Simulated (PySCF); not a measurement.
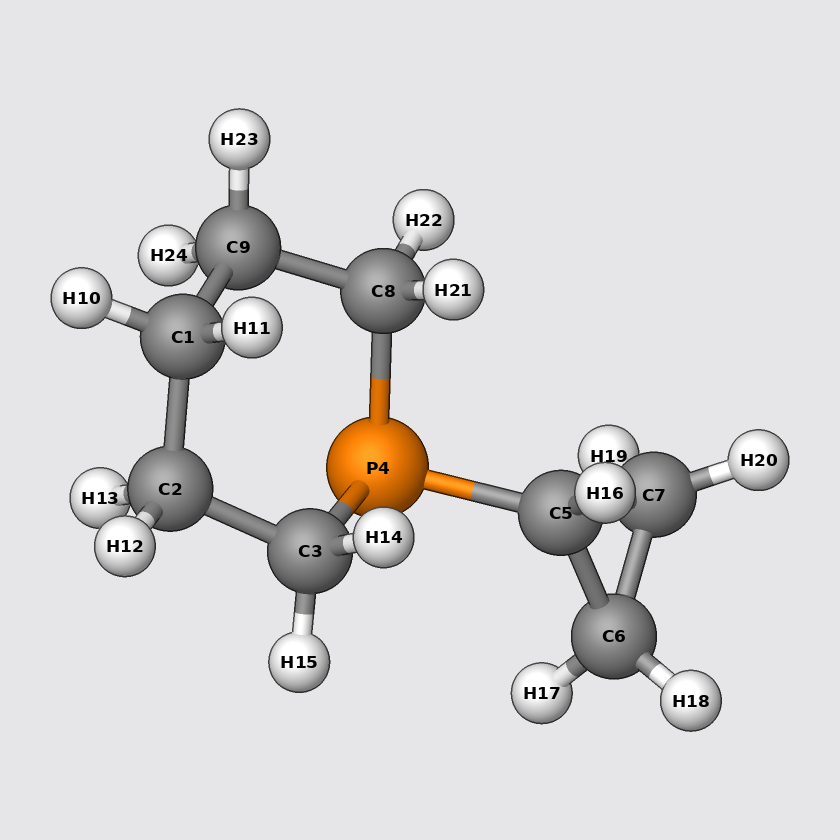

Every bond is drawn as one stick. The geometry was computed by an optimisation with GFN2-xTB. No frequency run is at hand to confirm it as a minimum. Method: PBE0/pcSseg-1 (PySCF 2.14.0).

List the Mayer bond orders of C1–C2, P4–C5, C3–P4, C5–C6, C6–C7, C2–C3 (bonds between heavy atoms, one of each equivalent set).

| bond | Mayer order | length (Å) |
| --- | --- | --- |
| C1–C2 | 1.03 | 1.527 |
| P4–C5 | 0.93 | 1.837 |
| C3–P4 | 0.94 | 1.860 |
| C5–C6 | 0.94 | 1.502 |
| C6–C7 | 0.99 | 1.492 |
| C2–C3 | 1.04 | 1.526 |

The geometry is semi-empirical. Around P such bond lengths and angles can be off by a tenth of an ångström or more and by several degrees, and values that hang on the shape move with them.
